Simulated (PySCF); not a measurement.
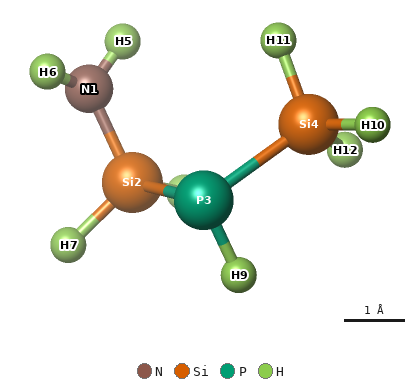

The structure (ball-and-stick view, seen at a tilt; atoms are numbered from 1 in the order of the input). Bond lengths as drawn: H–N 1.01 Å, H–P 1.43 Å, H–Si 1.49 to 1.50 Å, N–Si 1.73 Å and P–Si 2.26 to 2.28 Å.

## What a change does: excited-state calculation on Si2PNH8

System: Si2PNH8.
Method of run A: TDDFT PBE0/6-31G*, vertical, gas phase, core orbitals frozen in the response (PySCF 2.14.0).

The geometry comes from this level: PBE0-D3(BJ)/def2-SVP. Text and figures count atoms from 1; the logs count them from 0 in places.

## The input, run A
```
{"job": {"kind": "uv", "xc": "PBE0", "basis": "6-31G*"}, "charge": 0, "multiplicity": 1}
N      1.988358     0.631896     0.766392
Si     1.213948    -0.701975    -0.008749
P     -0.463637    -0.057173    -1.412273
Si    -1.934403     0.427161     0.228751
H      1.555771     1.055389     1.579369
H      2.480314     1.325877     0.214820
H      2.203851    -1.425508    -0.861913
H      0.706061    -1.602841     1.070974
H     -0.961290    -1.376395    -1.657821
H     -3.243068     0.855788    -0.349970
H     -1.359602     1.571776     1.003671
H     -2.172603    -0.705652     1.177713
```

The first line tells a small driver script what to run in PySCF; the rest is the geometry in Å.

Command:
```bash
OMP_NUM_THREADS=1 python <driver script> task.json out
```

Hardware: 1 CPU thread, shared host.

## Output (run A)
```
coarse grid: 10896 points
cycle   1  E = -979.4421594309  dE = -5.192e-02  |g| = 3.958e-01  |ddm| = 2.938e+00
cycle   2  E = -979.4156703757  dE =  2.649e-02  |g| = 5.220e-01  |ddm| = 1.007e+00
cycle   3  E = -979.4788302372  dE = -6.316e-02  |g| = 4.390e-02  |ddm| = 6.331e-01
cycle   4  E = -979.4792908147  dE = -4.606e-04  |g| = 1.610e-02  |ddm| = 7.988e-02
cycle   5  E = -979.4793895340  dE = -9.872e-05  |g| = 3.114e-03  |ddm| = 3.234e-02
cycle   6  E = -979.4793932805  dE = -3.746e-06  |g| = 3.003e-04  |ddm| = 5.585e-03
final grid: 89752 points
cycle   7  E = -979.4207226743  dE = -7.855e-06  |g| = 5.667e-03  |ddm| = 1.662e-02
cycle   8  E = -979.4207146449  dE =  8.029e-06  |g| = 8.231e-03  |ddm| = 1.486e-02
cycle   9  E = -979.4207307680  dE = -1.612e-05  |g| = 2.749e-04  |ddm| = 8.349e-03
cycle  10  E = -979.4207307930  dE = -2.497e-08  |g| = 9.364e-05  |ddm| = 6.121e-04
cycle  11  E = -979.4207307959  dE = -2.929e-09  |g| = 1.967e-05  |ddm| = 1.669e-04
cycle  12  E = -979.4207307960  dE = -1.442e-10  |g| = 4.690e-06  |ddm| = 3.841e-05
converged SCF energy = -979.4207307960

Static polarisability (au): isotropic 77.228, principal 64.670 75.455 91.560

Singlet excitations
state   eV       nm        f      main configurations
  1   5.9411    208.7   0.00499   H->L 0.53, H->L+1 0.42
  2   6.1404    201.9   0.03115   H->L+1 0.53, H->L 0.44
  3   6.5746    188.6   0.01271   H-1->L+1 0.67, H-1->L 0.23
  4   6.6928    185.3   0.01849   H->L+2 0.69, H-1->L 0.15, H->L+3 0.09
  5   6.8338    181.4   0.02264   H->L+3 0.40, H-1->L+1 0.19, H-1->L 0.13
  6   7.0227    176.5   0.08526   H->L+4 0.39, H-1->L 0.29, H->L+3 0.09
  7   7.1891    172.5   0.22394   H->L+3 0.32, H->L+4 0.29, H-1->L 0.12
  8   7.2320    171.4   0.00674   H-1->L+2 0.89
  9   7.6254    162.6   0.05243   H-1->L+4 0.51, H-1->L+3 0.27
 10   7.7318    160.4   0.07083   H-1->L+3 0.41, H-1->L+4 0.37

Triplet excitations (Tamm-Dancoff, eV): 5.3959 5.5361 5.7974 6.1336
```

The input of run B differs as follows (lines with − go, lines with + come):
```diff
-"basis": "6-31G*"
+"basis": "def2-SVP"
```

How does run B compare with run A?

The total energy of run B is 167.7 kcal/mol higher, which measures the change of basis and not a stability. The HOMO goes from −6.88 to −6.93 eV. The LUMO goes from 0.39 to 0.34 eV. The dipole moment goes from 1.15 to 1.05 D. The strongest computed line goes from 7.19 to 7.38 eV. The number of SCF iterations is the same. The basis functions go from 84 to 108.

## Output (run B)
```
coarse grid: 10896 points
cycle   1  E = -979.0086046527  dE = -8.186e-02  |g| = 3.892e-01  |ddm| = 3.109e+00
cycle   2  E = -978.9834245109  dE =  2.518e-02  |g| = 5.106e-01  |ddm| = 8.465e-01
cycle   3  E = -979.0429978411  dE = -5.957e-02  |g| = 4.243e-02  |ddm| = 5.151e-01
cycle   4  E = -979.0434303203  dE = -4.325e-04  |g| = 1.523e-02  |ddm| = 7.836e-02
cycle   5  E = -979.0435119704  dE = -8.165e-05  |g| = 3.124e-03  |ddm| = 3.193e-02
cycle   6  E = -979.0435158391  dE = -3.869e-06  |g| = 4.458e-04  |ddm| = 6.066e-03
final grid: 89752 points
cycle   7  E = -979.1534759596  dE = -9.099e-06  |g| = 5.249e-03  |ddm| = 2.074e-02
cycle   8  E = -979.1534693244  dE =  6.635e-06  |g| = 7.533e-03  |ddm| = 1.236e-02
cycle   9  E = -979.1534825551  dE = -1.323e-05  |g| = 2.279e-04  |ddm| = 7.078e-03
cycle  10  E = -979.1534825694  dE = -1.433e-08  |g| = 8.057e-05  |ddm| = 5.096e-04
cycle  11  E = -979.1534825716  dE = -2.201e-09  |g| = 2.015e-05  |ddm| = 1.674e-04
cycle  12  E = -979.1534825718  dE = -1.739e-10  |g| = 3.630e-06  |ddm| = 4.047e-05
converged SCF energy = -979.1534825718

Static polarisability (au): isotropic 80.648, principal 68.574 77.984 95.386

Singlet excitations
state   eV       nm        f      main configurations
  1   5.9188    209.5   0.00307   H->L 0.95
  2   6.3155    196.3   0.01141   H->L+1 0.94
  3   6.5359    189.7   0.00523   H-1->L 0.82, H->L+3 0.11
  4   6.5968    187.9   0.00545   H->L+2 0.91
  5   6.8020    182.3   0.00860   H->L+3 0.82, H-1->L 0.12
  6   7.0222    176.6   0.03782   H-1->L+1 0.52, H-1->L+2 0.18, H->L+4 0.17
  7   7.2304    171.5   0.03491   H-1->L+2 0.67, H-1->L+1 0.14
  8   7.3812    168.0   0.16508   H->L+4 0.48, H-1->L+1 0.19, H-1->L+3 0.14
  9   7.5712    163.8   0.04302   H-1->L+3 0.67, H->L+4 0.12
 10   7.7523    159.9   0.06372   H-1->L+4 0.61, H->L+5 0.20

Triplet excitations (Tamm-Dancoff, eV): 5.4571 5.6556 5.8916 6.1355
```

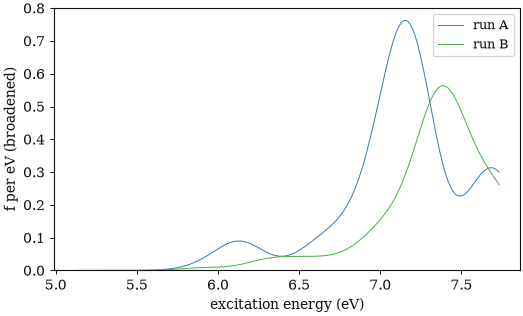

Absorption of the two runs from their computed states, each broadened by a Gaussian of 0.35 eV full width; the range ends where the shorter list of states ends.

## The two runs side by side

| quantity | run A | run B |
| --- | --- | --- |
| outcome | converged | converged |
| total energy (hartree) | −979.420731 | −979.153483 |
| HOMO (eV) | −6.88 | −6.93 |
| LUMO (eV) | 0.39 | 0.34 |
| dipole moment (D) | 1.15 | 1.05 |
| lowest excitation (eV) | 5.94 | 5.92 |
| SCF iterations | 12 | 12 |
| strongest computed line (eV) | 7.19 | 7.38 |
| basis functions | 84 | 108 |
| wall time (shared host) | 12 s | 16 s |
